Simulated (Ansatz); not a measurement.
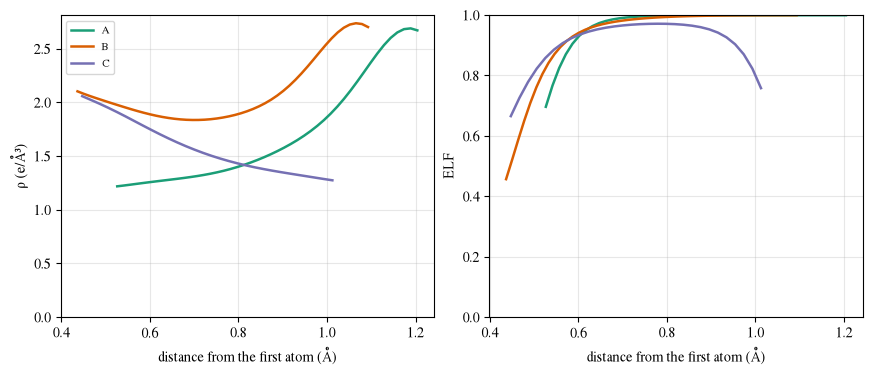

*C2H7B. Total electron density and ELF along straight lines between neighbouring atoms. The curves leave out the atomic cores.*

Geometry: r2SCAN-D4/def2-TZVP.

Method: Ansatz, isolated molecule in a Gaussian basis; Kohn-Sham density functional theory, functional PBE0.

```xyz
10

C    -2.6216   -1.1181   -0.5151
C    -0.0827   -0.8102   -1.4998
B    -1.1117   -0.7828   -0.3308
H    -3.0682   -1.6466    0.3310
H    -2.8733   -1.6292   -1.4477
H    -3.1354   -0.1430   -0.5427
H    -0.7207   -0.4891    0.7695
H     0.4558   -1.7661   -1.3900
H    -0.5186   -0.8122   -2.5020
H     0.6920   -0.0422   -1.4322
```

Which curve belongs to which contact (B–H, C–B and C–H)? The first atom named is at distance zero.

Curve A: B–H (1.20 Å): ρ is about 1.3 e/Å³ halfway; the ELF climbs to about 1 towards the hydrogen, as it does in any bond to H; a covalent bond by its length. Curve B: C–H (1.09 Å): ρ at the midpoint is about 2 e/Å³; the ELF climbs to about 1 towards the hydrogen: an ordinary covalent bond to hydrogen. Curve C: C–B (1.56 Å): ρ is about 1.5 e/Å³ halfway; the ELF peaks at about 1 between the atoms; localised, covalent bonding.
